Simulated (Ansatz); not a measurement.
System: CH2ClGe (SMILES [CH2]=[Ge+][Cl]) (charge +1).

The calculation's input:

```
basis:
  gaussian: {orbitals: def2-TZVPD}
crystal:
  periodic: [false, false, false]
  atoms:
    - {symbol: C, position_ang: [-1.292717, -1.509237, -0.333970]}
    - {symbol: Cl, position_ang: [1.670143, -3.216874, 0.568683]}
    - {symbol: Ge, position_ang: [-0.175894, -2.975271, -0.337317]}
    - {symbol: H, position_ang: [-1.418012, -1.010260, -1.312319]}
    - {symbol: H, position_ang: [-2.247367, -1.645498, 0.206319]}
total_charge: 1
hamiltonian: {xc: pbe0}
output: {forces: true, orbitals: {seedname: orbitals}}
```

Run with:

```sh
ansatz run input.yaml --threads 1 --pin off --max-ram 2610MiB --events-out events.jsonl --progress --plain --runs-dir runs
```

Geometry: PBE0-D3(BJ)/def2-SVP.

Level of theory: Ansatz, isolated molecule in a Gaussian basis; Kohn-Sham density functional theory, functional PBE0.

**What will maps of the electron density and electron localisation function show?**

C–Ge (1.84 Å): the density is about 0.98 e/Å³ at the midpoint; the ELF peaks at about 0.85 in the valence shell of C, 0.7 Å from its nucleus, and is about 0.55 at the midpoint.
Ge–Cl (2.07 Å): the density is about 0.89 e/Å³ at the midpoint; the ELF peaks at about 0.80 in the valence shell of Cl, 0.9 Å from its nucleus, and is about 0.65 at the midpoint.

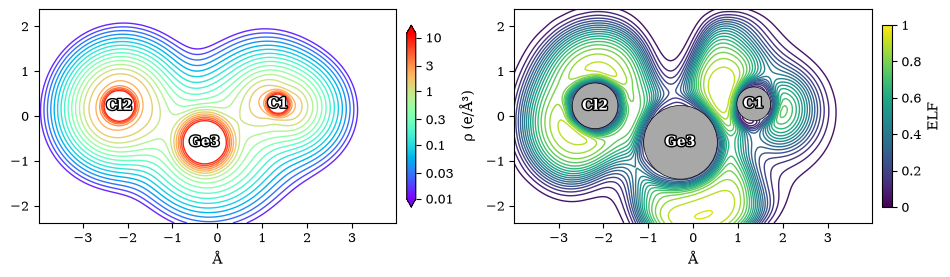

Computed electron density and electron localisation function on the plane of atoms C1, Ge3 and Cl2, in this order. Grey discs cover the atomic cores in the ELF map. 
